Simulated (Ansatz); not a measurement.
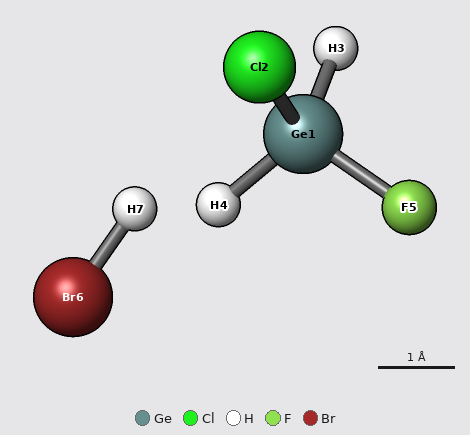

The starting structure (ball-and-stick view, seen at a tilt; atoms are numbered from 1 in the order of the input). Sticks mark near contacts. Bond lengths as drawn: Br–H 1.43 Å, Cl–Ge 2.18 Å, F–Ge 1.74 Å and Ge–H 1.53 Å.

**Run report: GeH₃BrClF, nudged elastic band**

The run: nudged elastic band of GeH₃BrClF. Method and program: RKS B3LYP/def2-SVP (Ansatz 0.2.0).

It belongs to a series of runs on one base structure; here: band between the two ends. Figures and captions count atoms from 1; the log counts them from 0 in places.

**The input**
```yaml
crystal:
  periodic: [false, false, false]
  atoms:
    - { symbol: Ge, position_ang: [0.379578, -0.06285, -0.111245] }
    - { symbol: Cl, position_ang: [0.230949, -0.380126, 2.036725] }
    - { symbol: H, position_ang: [1.812329, 0.380153, -0.423259] }
    - { symbol: H, position_ang: [-0.776372, 0.842075, -0.544188] }
    - { symbol: F, position_ang: [0.143472, -1.618501, -0.852704] }
    - { symbol: Br, position_ang: [-3.583531, 0.58448, 1.719476] }
    - { symbol: H, position_ang: [-2.284025, 0.14867, 2.140295] }
basis:
  gaussian: { orbitals: def2-SVP }
hamiltonian:
  xc: b3lyp
neb:
  order_check: false
  images: 7
  f_tol: 0.05
  max_iterations: 60
  final_atoms:
    - { symbol: Ge, position_ang: [-0.34588187, -0.26565405, -0.35341201] }
    - { symbol: Cl, position_ang: [-0.1828098, 1.14794918, 3.02382688] }
    - { symbol: H, position_ang: [0.77611315, -0.97246588, 0.41004723] }
    - { symbol: H, position_ang: [-0.28974104, 1.25578682, -0.50825665] }
    - { symbol: F, position_ang: [-0.36872073, -0.93851901, -1.96103084] }
    - { symbol: Br, position_ang: [-2.38968552, -0.8458858, 0.60969342] }
    - { symbol: H, position_ang: [-1.27687418, 0.51268972, 2.74423197] }
  initial_path:
    images:
      - { positions_ang: [[0.379578, -0.06285, -0.111245], [0.230949, -0.380126, 2.036725], [1.812329, 0.380153, -0.423259], [-0.776372, 0.842075, -0.544188], [0.143472, -1.618501, -0.852704], [-3.583531, 0.58448, 1.719476], [-2.284025, 0.14867, 2.140295]] }
      - { positions_ang: [[0.28969085, -0.03960403, -0.07767681], [0.15398955, -0.28848683, 2.17525069], [1.73402597, 0.30771009, -0.42663498], [-0.76598905, 0.95081574, -0.53336203], [-0.06739014, -1.55339325, -0.78644151], [-3.33037537, 0.41971645, 1.48350289], [-2.0915518, 0.09714282, 2.13046175]] }
      - { positions_ang: [[0.1998037, -0.01635805, -0.04410863], [0.0770301, -0.19684766, 2.31377638], [1.65572294, 0.23526718, -0.43001097], [-0.75560609, 1.05955648, -0.52253606], [-0.27825229, -1.4882855, -0.72017901], [-3.07721975, 0.2549529, 1.24752979], [-1.89907861, 0.04561565, 2.1206285]] }
      - { positions_ang: [[0.10991655, 0.00688792, -0.01054044], [7.065e-05, -0.10520849, 2.45230206], [1.57741991, 0.16282427, -0.43338695], [-0.74522314, 1.16829722, -0.51171009], [-0.48911443, -1.42317774, -0.65391652], [-2.82406412, 0.09018935, 1.01155668], [-1.70660541, -0.00591153, 2.11079525]] }
      - { positions_ang: [[0.0200294, 0.0301339, 0.02302774], [-0.0768888, -0.01356932, 2.59082775], [1.49911688, 0.09038136, -0.43676293], [-0.73484019, 1.27703796, -0.50088412], [-0.69997658, -1.35806999, -0.58765403], [-2.5709085, -0.07457421, 0.77558358], [-1.51413222, -0.0574387, 2.100962]] }
      - { positions_ang: [[-0.07144842, -0.04381309, -0.07108219], [-0.10336905, 0.27681031, 2.69907753], [1.31836595, -0.17533045, -0.22506039], [-0.6235654, 1.27172518, -0.50272725], [-0.61716261, -1.25318225, -0.93099823], [-2.52560275, -0.2674021, 0.73411104], [-1.45481771, 0.0850934, 2.2617795]] }
      - { positions_ang: [[-0.16292624, -0.11776008, -0.16519213], [-0.1298493, 0.56718993, 2.80732731], [1.13761501, -0.44104226, -0.01335785], [-0.51229061, 1.26641239, -0.50457039], [-0.53434865, -1.1482945, -1.27434243], [-2.48029701, -0.46023, 0.6926385], [-1.3955032, 0.22762551, 2.42259699]] }
      - { positions_ang: [[-0.25440406, -0.19170707, -0.25930207], [-0.15632955, 0.85756956, 2.9155771], [0.95686408, -0.70675407, 0.19834469], [-0.40101583, 1.26109961, -0.50641352], [-0.45153469, -1.04340675, -1.61768663], [-2.43499127, -0.6530579, 0.65116596], [-1.33618869, 0.37015762, 2.58341448]] }
      - { positions_ang: [[-0.34588187, -0.26565405, -0.35341201], [-0.1828098, 1.14794918, 3.02382688], [0.77611315, -0.97246588, 0.41004723], [-0.28974104, 1.25578682, -0.50825665], [-0.36872073, -0.93851901, -1.96103084], [-2.38968552, -0.8458858, 0.60969342], [-1.27687418, 0.51268972, 2.74423197]] }
```

Run on 4 threads of Intel Xeon (Sapphire Rapids), 16 GiB of memory available, shared host.

Run as:
```bash
ansatz run input.yaml --threads 4 --pin off --max-ram 5120MiB --backend cpu --events-out ev --progress --plain --runs-dir out
```

**Log**
```
Engine: ansatz 0.2.0, x86_64-unknown-linux-gnu
Functional definition: B3LYP
  parameter a0 = 0.2
  parameter ax = 0.72
  parameter ac = 0.81
  exchange = (1 - a0 - ax)*slater_x + ax*b88_x + a0*exact_x
  correlation = (1 - ac)*vwn_rpa_c + ac*lyp_c
1143 factors; integrals over basis functions are off by at most 3.1e-4 eV
mean field evaluation 1: about -141833.5593 eV, gradient 3.8e1 eV
mean field evaluation 2: about -141828.2090 eV, gradient 7.1e1 eV
mean field evaluation 4: about -141835.7028 eV, gradient 2.4e0 eV
mean field evaluation 8: about -141835.7210 eV, gradient 1.1e-1 eV
mean field -141835.72099751 eV, -5212.3666069536 hartree, gradient 3.7e-5 eV, S^2 0.000000; 0 other end points of the search recorded, 0 dependent functions left out
the calculation of the forces begins
reference -141835.72125880 eV, -5212.3666165560 hartree; 48, 48 occupied and 63, 63 virtual orbitals, 1143 factors
1146 factors; integrals over basis functions are off by at most 1.2e-3 eV
mean field evaluation 16: about -141833.5858 eV, gradient 3.8e1 eV
mean field -141835.75539372 eV, -5212.3678709911 hartree, gradient 5.9e-5 eV, S^2 0.000000; 0 other end points of the search recorded, 0 dependent functions left out
[... from here on the field's lines of each further geometry are left out, up to the last ...]
NEB iter   1: max|band force component| = 6.235e0 eV/Å  barrier→ = 2.4935 eV  barrier← = 2.5279 eV  Δτ_max = 0.2000 Å  (238 SCF iters)
NEB iter   2: max|band force component| = 2.956e0 eV/Å  barrier→ = 1.6741 eV  barrier← = 1.7085 eV  Δτ_max = 0.1973 Å  (205 SCF iters)
NEB iter   3: max|band force component| = 1.425e0 eV/Å  barrier→ = 1.3032 eV  barrier← = 1.3376 eV  Δτ_max = 0.2000 Å  (199 SCF iters)
NEB iter   4: max|band force component| = 9.963e-1 eV/Å  barrier→ = 1.1973 eV  barrier← = 1.2316 eV  Δτ_max = 0.1961 Å  (195 SCF iters)
NEB iter   5: max|band force component| = 8.893e-1 eV/Å  barrier→ = 1.1382 eV  barrier← = 1.1726 eV  Δτ_max = 0.2000 Å  (196 SCF iters)
NEB iter   6: max|band force component| = 6.593e0 eV/Å  barrier→ = 1.5474 eV  barrier← = 1.5818 eV  Δτ_max = 0.0993 Å  (203 SCF iters)
NEB iter   7: max|band force component| = 3.311e0 eV/Å  barrier→ = 1.1319 eV  barrier← = 1.1663 eV  Δτ_max = 0.1789 Å  (193 SCF iters)
NEB iter   8: max|band force component| = 9.817e-1 eV/Å  barrier→ = 1.1947 eV  barrier← = 1.2291 eV  Δτ_max = 0.1011 Å  (188 SCF iters)
NEB iter   9: max|band force component| = 4.701e-1 eV/Å  barrier→ = 1.1720 eV  barrier← = 1.2064 eV  CI = image 5  Δτ_max = 0.2000 Å  (190 SCF iters)
NEB iter  10: max|band force component| = 7.293e-1 eV/Å  barrier→ = 1.3720 eV  barrier← = 1.4064 eV  CI = image 5  Δτ_max = 0.0991 Å  (201 SCF iters)
NEB iter  11: max|band force component| = 3.383e-1 eV/Å  barrier→ = 1.3001 eV  barrier← = 1.3344 eV  CI = image 5  Δτ_max = 0.0914 Å  (183 SCF iters)
NEB iter  12: max|band force component| = 3.487e-1 eV/Å  barrier→ = 1.3087 eV  barrier← = 1.3431 eV  CI = image 5  Δτ_max = 0.0460 Å  (182 SCF iters)
NEB iter  13: max|band force component| = 1.973e-1 eV/Å  barrier→ = 1.2917 eV  barrier← = 1.3261 eV  CI = image 5  Δτ_max = 0.0857 Å  (186 SCF iters)
NEB iter  14: max|band force component| = 2.020e-1 eV/Å  barrier→ = 1.2904 eV  barrier← = 1.3248 eV  CI = image 5  Δτ_max = 0.0426 Å  (185 SCF iters)
NEB iter  15: max|band force component| = 1.286e-1 eV/Å  barrier→ = 1.2834 eV  barrier← = 1.3178 eV  CI = image 5  Δτ_max = 0.0367 Å  (184 SCF iters)
NEB iter  16: max|band force component| = 5.841e-2 eV/Å  barrier→ = 1.2806 eV  barrier← = 1.3150 eV  CI = image 5  Δτ_max = 0.0260 Å  (181 SCF iters)
NEB iter  17: max|band force component| = 3.925e-2 eV/Å  barrier→ = 1.2795 eV  barrier← = 1.3139 eV  CI = image 5  Δτ_max = 0.0168 Å  (186 SCF iters)
NEB iter  18: max|band force component| = 4.170e-2 eV/Å  barrier→ = 1.2790 eV  barrier← = 1.3134 eV  CI = image 5  Δτ_max = 0.0147 Å  (30 SCF iters)
NEB iter  19: max|band force component| = 6.933e-2 eV/Å  barrier→ = 1.2785 eV  barrier← = 1.3129 eV  CI = image 5  Δτ_max = 0.0426 Å  (30 SCF iters)
the calculation of the forces begins
reference -141835.64973794 eV, -5212.3639882129 hartree; 48, 48 occupied and 63, 63 virtual orbitals, 1145 factors
1147 factors; integrals over basis functions are off by at most 9.4e-4 eV
mean field evaluation 992: about -141834.4426 eV, gradient 1.5e-1 eV
mean field -141834.44263401 eV, -5212.3196279616 hartree, gradient 6.5e-6 eV, S^2 0.000000; 1 other end points of the search recorded, 0 dependent functions left out
the calculation of the forces begins
reference -141834.44287246 eV, -5212.3196367246 hartree; 48, 48 occupied and 63, 63 virtual orbitals, 1147 factors
NEB iter  20: max|band force component| = 3.979e-2 eV/Å  barrier→ = 1.2784 eV  barrier← = 1.3128 eV  CI = image 5  Δτ_max = 0.0000 Å  (372 SCF iters)
```

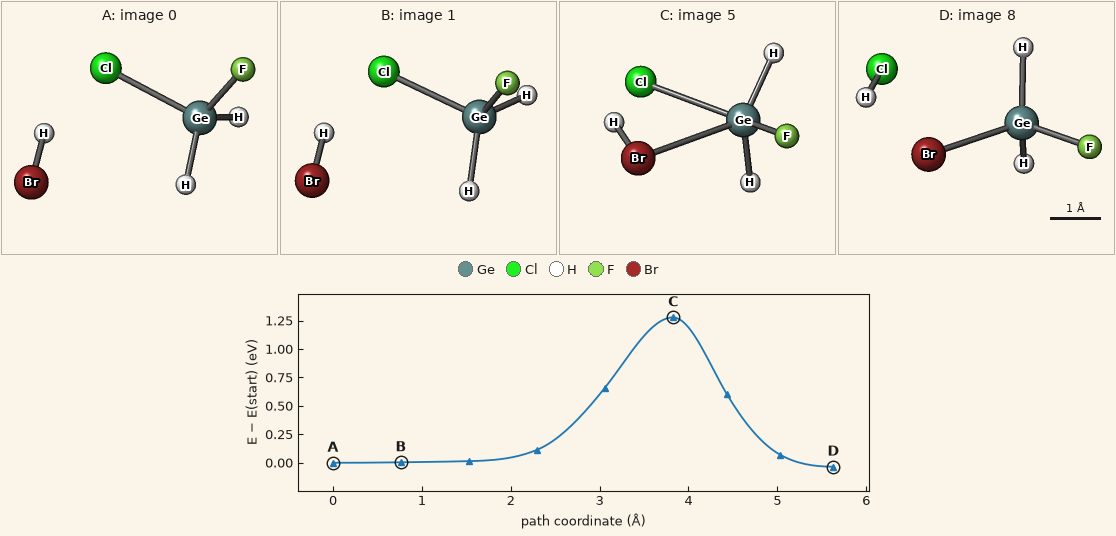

Images of the last band (counted from 0; ball-and-stick, seen at a tilt) above the energy along the path; the line is a cubic interpolation that uses the forces. The highest image is number 5, 1.278 eV above the start and 1.313 eV above the end (the climbing image); the end lies 0.034 eV below the start. The path is 5.63 Å long. The band converged in 20 iterations.

```
Total energy: -141834.44287246 eV, -5212.3196367246 hartree
Atom 0 at    -0.115296     0.013788    -0.019553 Å, force    -0.009868     0.026589     0.020187 eV/Å
Atom 1 at    -0.014972     0.649539     2.392199 Å, force     0.016004     0.000097     0.004039 eV/Å
Atom 2 at     1.304312    -0.538929     0.139625 Å, force    -0.000201    -0.006591     0.013527 eV/Å
Atom 3 at    -0.444564     1.425344    -0.500534 Å, force     0.001987     0.003010    -0.013742 eV/Å
Atom 4 at    -0.681588    -1.061937    -1.285771 Å, force    -0.005105    -0.012746    -0.022191 eV/Å
Atom 5 at    -2.545746    -0.644651     1.083752 Å, force     0.001388    -0.005660     0.003004 eV/Å
Atom 6 at    -1.579746     0.050747     2.155382 Å, force    -0.004205    -0.004699    -0.004823 eV/Å
Dipole moment:     0.143481     0.202423     0.012406 e Å
this run last wrote the band of iteration 20 to [file]; this run last wrote the band within `neb.f_tol` of iteration 18 to [file]
```

**The last band as extended XYZ (Å, eV, eV/Å)**
```
7
Properties=species:S:1:pos:R:3:forces:R:3 image=0 energy=-141835.72100
Ge    0.3796   -0.0629   -0.1112   -0.0086  -0.0142   0.0046
Cl    0.2309   -0.3801    2.0367   -0.0001  -0.0025   0.0077
H     1.8123    0.3802   -0.4233   -0.0020   0.0017  -0.0070
H    -0.7764    0.8421   -0.5442    0.0061  -0.0018  -0.0083
F     0.1435   -1.6185   -0.8527    0.0036   0.0168   0.0036
Br   -3.5835    0.5845    1.7195   -0.0050   0.0029   0.0000
H    -2.2840    0.1487    2.1403    0.0059  -0.0029  -0.0006
7
Properties=species:S:1:pos:R:3:forces:R:3 image=1 energy=-141835.71691
Ge    0.4076    0.0120   -0.1022    0.0022   0.0024   0.0023
Cl    0.2774   -0.1173    2.0663   -0.0005  -0.0036  -0.0006
H     1.8902    0.1015   -0.4775    0.0003   0.0041  -0.0003
H    -0.5273    1.1237   -0.5848   -0.0042  -0.0028   0.0013
F    -0.1943   -1.4960   -0.7218    0.0028  -0.0060  -0.0036
Br   -3.6359    0.2510    1.6665    0.0000   0.0042   0.0005
H    -2.2954    0.0189    2.1185   -0.0007   0.0018   0.0004
7
Properties=species:S:1:pos:R:3:forces:R:3 image=2 energy=-141835.70669
Ge    0.4260    0.1054   -0.0921    0.0106   0.0050  -0.0036
Cl    0.2770    0.1506    2.0781    0.0005  -0.0047   0.0037
H     1.8927   -0.1463   -0.4554    0.0054   0.0075  -0.0053
H    -0.2524    1.3557   -0.6583   -0.0009  -0.0035  -0.0008
F    -0.4845   -1.2777   -0.6175    0.0041  -0.0097  -0.0027
Br   -3.6522   -0.1367    1.6415   -0.0047   0.0083   0.0106
H    -2.2842   -0.1572    2.0687   -0.0150  -0.0029  -0.0020
7
Properties=species:S:1:pos:R:3:forces:R:3 image=3 energy=-141835.60668
Ge    0.3042    0.1611   -0.0523    0.1241   0.0513  -0.0085
Cl    0.2022    0.3600    2.1255    0.0259  -0.0719  -0.0299
H     1.7322   -0.3114   -0.3146    0.0934   0.0829  -0.1221
H    -0.2279    1.4672   -0.6446    0.0614   0.0051  -0.0427
F    -0.7187   -1.1119   -0.6415    0.0009  -0.0358   0.1493
Br   -3.2945   -0.5314    1.4200   -0.1776   0.0274   0.0895
H    -2.0752   -0.1398    2.0727   -0.1282  -0.0590  -0.0355
7
Properties=species:S:1:pos:R:3:forces:R:3 image=4 energy=-141835.05926
Ge    0.1135    0.1277   -0.0219    0.3374   0.1853   0.0394
Cl    0.1319    0.5148    2.2053    0.1513  -0.1665  -0.2368
H     1.5271   -0.4239   -0.0824    0.2965   0.1399  -0.2482
H    -0.3895    1.4629   -0.5618    0.1053   0.0427  -0.0869
F    -0.7352   -1.0669   -0.9718   -0.0483  -0.0501   0.3903
Br   -2.8710   -0.6465    1.2649   -0.4445  -0.0041   0.1951
H    -1.8545   -0.0743    2.1328   -0.3978  -0.1473  -0.0529
7
Properties=species:S:1:pos:R:3:forces:R:3 image=5 energy=-141834.44263
Ge   -0.1153    0.0138   -0.0196   -0.0099   0.0266   0.0202
Cl   -0.0150    0.6495    2.3922    0.0160   0.0001   0.0040
H     1.3043   -0.5389    0.1396   -0.0002  -0.0066   0.0135
H    -0.4446    1.4253   -0.5005    0.0020   0.0030  -0.0137
F    -0.6816   -1.0619   -1.2858   -0.0051  -0.0127  -0.0222
Br   -2.5457   -0.6447    1.0838    0.0014  -0.0057   0.0030
H    -1.5797    0.0507    2.1554   -0.0042  -0.0047  -0.0048
7
Properties=species:S:1:pos:R:3:forces:R:3 image=6 energy=-141835.11293
Ge   -0.2638   -0.0864   -0.1170   -0.3823  -0.2172  -0.2834
Cl   -0.1360    0.7182    2.6185   -0.2276   0.1645   0.4708
H     1.1349   -0.6068    0.2814   -0.3931  -0.0667   0.2211
H    -0.3976    1.3960   -0.4892   -0.0167  -0.0647   0.0127
F    -0.6042   -1.0678   -1.5135    0.1279   0.0041  -0.4962
Br   -2.4449   -0.6700    0.8713    0.2687  -0.1510  -0.3468
H    -1.3660    0.2107    2.3135    0.6230   0.3311   0.4218
7
Properties=species:S:1:pos:R:3:forces:R:3 image=7 energy=-141835.64950
Ge   -0.3347   -0.1660   -0.2550   -0.0797  -0.0643  -0.1395
Cl   -0.1530    0.8808    2.8672    0.0103   0.1199   0.1858
H     0.9034   -0.7441    0.4352   -0.1581  -0.0769   0.0887
H    -0.3534    1.3389   -0.5370   -0.0160  -0.0127  -0.0327
F    -0.4660   -1.0198   -1.7657    0.0859   0.0473  -0.1975
Br   -2.3963   -0.7282    0.7351    0.0452  -0.0914  -0.0628
H    -1.2776    0.3322    2.4853    0.1124   0.0780   0.1580
7
Properties=species:S:1:pos:R:3:forces:R:3 image=8 energy=-141835.75539
Ge   -0.3459   -0.2657   -0.3534   -0.0113  -0.0039  -0.0004
Cl   -0.1828    1.1479    3.0238    0.0009   0.0011   0.0001
H     0.7761   -0.9725    0.4100    0.0023   0.0001  -0.0013
H    -0.2897    1.2558   -0.5083    0.0029   0.0003   0.0009
F    -0.3687   -0.9385   -1.9610    0.0043   0.0016  -0.0010
Br   -2.3897   -0.8459    0.6097    0.0015  -0.0003   0.0002
H    -1.2769    0.5127    2.7442   -0.0007   0.0011   0.0015
```

**Results in brief**

| quantity | value |
| --- | --- |
| outcome | converged |
| barrier, forward | 1.278 eV |
| barrier, backward | 1.313 eV |
| wall time | 3.3 min (CPU time 12 min) |
| peak memory | 0.32 GiB |

The order of the saddle point was not checked.
